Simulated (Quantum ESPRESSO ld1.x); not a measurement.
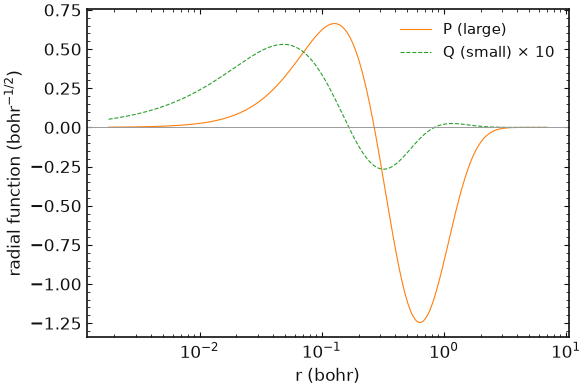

Figure 1. The large and small radial components of one occupied spinor. It is 3p1/2. The spinor has κ = 1: the large component has l = 1 and 1 radial node (r = 0.269 bohr), the small one has l = 0. The small component carries 0.039 % of the norm; ⟨r⟩ = 0.752 bohr and the eigenvalue is −134.3 eV. The nodes of P give n − l − 1 and its extent picks the shell; Q has as many nodes as P for κ < 0 and one more for κ > 0.

## Atomic calculation for Ni⁴⁺

The nickel ion Ni⁴⁺ in the configuration [Ar] 3d6 (3d3/2: 4, 3d5/2: 2). Computed at this level: Dirac Kohn-Sham, LDA (Slater exchange, Perdew-Zunger correlation), spin-unpolarised, spherical densities, point nucleus (Quantum ESPRESSO ld1.x 7.5).

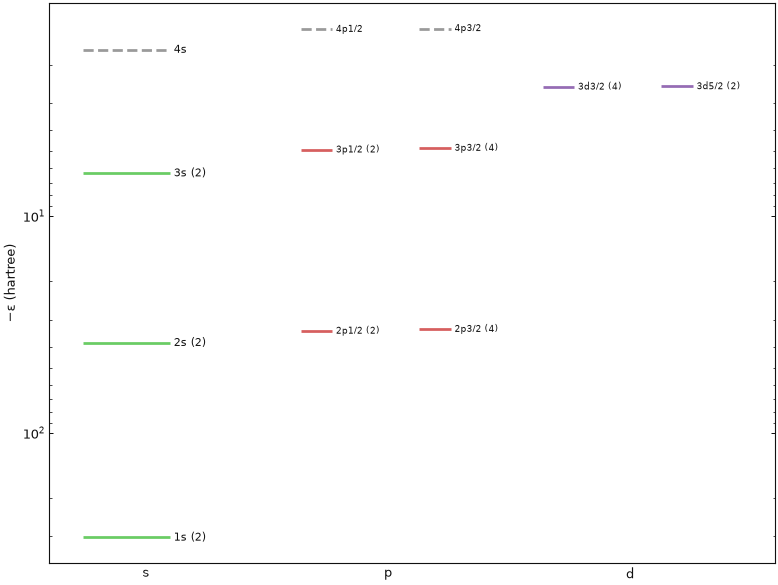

Figure 2. The occupied levels and a few empty ones, on a logarithmic scale of binding energy, are drawn by angular momentum (occupations in brackets, the lower j at the left of each column, empty levels dashed). The highest occupied level is 3d5/2 at −2.52 hartree. The highest 5 occupied levels, from the top down, are 3d5/2 (−2.52 hartree), 3d3/2 (−2.53 hartree), 3p3/2 (−4.85 hartree), 3p1/2 (−4.94 hartree), 3s (−6.34 hartree). The lowest empty level drawn is 4s at −1.71 hartree. Spin-orbit splittings: 4p 0.0119 hartree, 3d 0.0110 hartree, 3p 0.0857 hartree, 2p 0.641 hartree. The semi-empirical ionisation energy (NIST) is 76.1 eV; minus the highest level, 68.6 eV, lies 9.8 % below it.

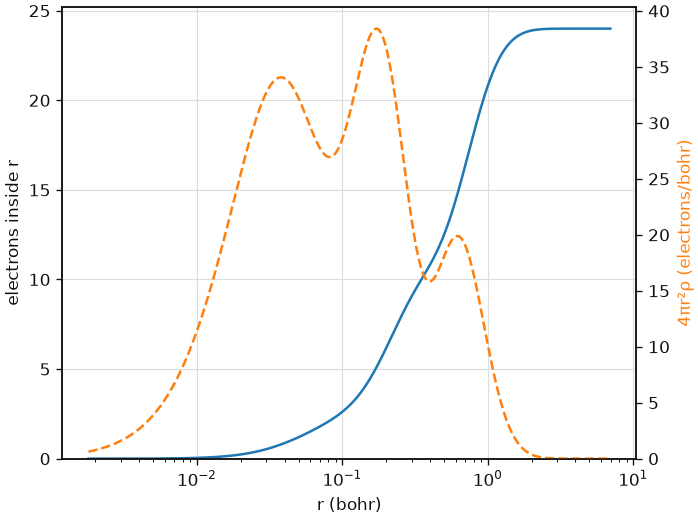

Figure 3. The number of electrons inside radius r (solid) and the radial density 4πr²ρ (dashed). The count levels off at 24 electrons. Half of them lie within 0.472 bohr, 90 % within 1.09 bohr and 99 % within 1.76 bohr. The radial density has minima at 0.0814 and 0.397 bohr, where the count stands at 2.1 and 10.8; these part the shells that the density resolves.

Input and output of the run follow.

### Input
```
 &input
    atom='Ni',
    iswitch=1,
    rel=2,
    dft='PZ',
    config='[Ar] 3d6 4s0 4p0',
    rel_dist='energy',
    verbosity='high',
    lsmall=.true.,
    prefix='ld1',
    max_out_wfc=37,
    file_charge='ld1.rho',
 /
```

Command:
```bash
OMP_NUM_THREADS=1 ld1.x < ld1.in > ld1.out
```

### Output
```
     Program LD1 v.7.5 starts

     --------------------------- All-electron run ----------------------------

     dirac relativistic calculation

     atomic number is 28.00
     dft =PZ   lsd =0 sic =0 latt =0  beta=0.20 tr2=1.0E-14
     Exchange-correlation= PZ
                           (   1   1   0   0   0   0   0)
     mesh =1993 r(mesh) =  99.86262 a.u. xmin = -8.00 dx = 0.00800
     1 Ry =  13.60569312 eV, c = 137.03599908

     n l j   nl                  e(Ry)          e(Ha)          e(eV)
     Spin orbit split results
     1 0 0.5 1S 1( 2.00)    -606.897715848    -303.448857924  -8257.2640789
     2 0 0.5 2S 1( 2.00)     -76.766042929     -38.383021465  -1044.4552224
     2 1 0.5 2P 1( 2.00)     -67.648812250     -33.824406125   -920.4089796
     2 1 1.5 2P 1( 4.00)     -66.367337850     -33.183668925   -902.9736322
     3 0 0.5 3S 1( 2.00)     -12.674595169      -6.337297585   -172.4466523
     3 1 0.5 3P 1( 2.00)      -9.871837016      -4.935918508   -134.3131850
     3 1 1.5 3P 1( 4.00)      -9.700531018      -4.850265509   -131.9824482
     3 2 1.5 3D 1( 4.00)      -5.064392749      -2.532196374    -68.9045736
     3 2 2.5 3D 1( 2.00)      -5.042350201      -2.521175100    -68.6046694
     4 0 0.5 4S 1( 0.00)      -3.429572653      -1.714786327    -46.6617131
     4 1 0.5 4P 1( 0.00)      -2.755680524      -1.377840262    -37.4929435
     4 1 1.5 4P 1( 0.00)      -2.731796197      -1.365898099    -37.1679807
     Averaged results
     1 0     1S 1( 2.00)    -606.897715848    -303.448857924  -8257.2640789
     2 0     2S 1( 2.00)     -76.766042929     -38.383021465  -1044.4552224
     2 1     2P 1( 6.00)     -66.794495983     -33.397247992   -908.7854147
     3 0     3S 1( 2.00)     -12.674595169      -6.337297585   -172.4466523
     3 1     3P 1( 6.00)      -9.757633018      -4.878816509   -132.7593604
     3 2     3D 1( 6.00)      -5.051167220      -2.525583610    -68.7246311
     4 0     4S 1( 0.00)      -3.429572653      -1.714786327    -46.6617131
     4 1     4P 1( 0.00)      -2.739757639      -1.369878820    -37.2763017

     final scf error:  7.2E-15 reached in  22 iterations

     Etot =   -3027.196168 Ry,   -1513.598084 Ha,  -41187.102085 eV

     Ekin =    3075.322489 Ry,    1537.661245 Ha,   41841.894045 eV
     Encl =   -7167.838037 Ry,   -3583.919019 Ha,  -97523.404692 eV
     Eh   =    1183.069800 Ry,     591.534900 Ha,   16096.484645 eV
     Exc  =    -117.750420 Ry,     -58.875210 Ha,   -1602.076084 eV

     normalization and overlap integrals

     s(1S/1S) =  1.000000  <r> =   0.0542  <r2> =    0.0039  r(max) =   0.0354
     LC norm =  0.98984992 + SC norm =  0.01015008 =  1.00000000
     s(1S/2S) =  0.000000
     s(1S/3S) = -0.000000
     s(1S/4S) =  0.000000
     s(2S/2S) =  1.000000  <r> =   0.2452  <r2> =    0.0710  r(max) =   0.2043
     LC norm =  0.99809965 + SC norm =  0.00190035 =  1.00000000
     s(2S/3S) =  0.000000
     s(2S/4S) = -0.000000
     s(2P/2P) =  1.000000  <r> =   0.2133  <r2> =    0.0560  r(max) =   0.1633
     LC norm =  0.99811078 + SC norm =  0.00188922 =  1.00000000
     s(2P/3P) =  0.000000
     s(2P/4P) =  0.000000
     s(2P/2P) =  1.000000  <r> =   0.2166  <r2> =    0.0575  r(max) =   0.1659
     LC norm =  0.99814069 + SC norm =  0.00185931 =  1.00000000
     s(2P/3P) =  0.000000
     s(2P/4P) = -0.000000
     s(3S/3S) =  1.000000  <r> =   0.7298  <r2> =    0.6135  r(max) =   0.6362
     LC norm =  0.99956555 + SC norm =  0.00043445 =  1.00000000
     s(3S/4S) =  0.000000
     s(3P/3P) =  1.000000  <r> =   0.7521  <r2> =    0.6638  r(max) =   0.6362
     LC norm =  0.99960535 + SC norm =  0.00039465 =  1.00000000
     s(3P/4P) =  0.000000
     s(3P/3P) =  1.000000  <r> =   0.7611  <r2> =    0.6796  r(max) =   0.6413
     LC norm =  0.99961272 + SC norm =  0.00038728 =  1.00000000
     s(3P/4P) = -0.000000
     s(3D/3D) =  1.000000  <r> =   0.8377  <r2> =    0.8725  r(max) =   0.6016
     LC norm =  0.99971024 + SC norm =  0.00028976 =  1.00000000
     s(3D/3D) =  1.000000  <r> =   0.8411  <r2> =    0.8793  r(max) =   0.6064
     LC norm =  0.99971206 + SC norm =  0.00028794 =  1.00000000
     s(4S/4S) =  1.000000  <r> =   1.9426  <r2> =    4.2482  r(max) =   1.7573
     LC norm =  0.99991068 + SC norm =  0.00008932 =  1.00000000
     s(4P/4P) =  1.000000  <r> =   2.1621  <r2> =    5.2876  r(max) =   1.9499
     LC norm =  0.99992487 + SC norm =  0.00007513 =  1.00000000
     s(4P/4P) =  1.000000  <r> =   2.1796  <r2> =    5.3730  r(max) =   1.9656
     LC norm =  0.99992565 + SC norm =  0.00007435 =  1.00000000

     LC charge = 23.95974116 + SC charge =  0.04025884 = 24.00000000

     ------------------------ End of All-electron run ------------------------
```

### Results in brief

- outcome: converged
- total energy: −1513.5981 hartree
- kinetic energy: 1537.6612 hartree
- electron–nucleus energy: −3583.9190 hartree
- Hartree energy: 591.534900 hartree
- exchange–correlation energy: −58.875210 hartree
- radius at density 0.001 e/bohr³: 2.46 bohr
- SCF iterations: 22
- hardware: 1 CPU thread, shared host
- wall time: 0.72 s
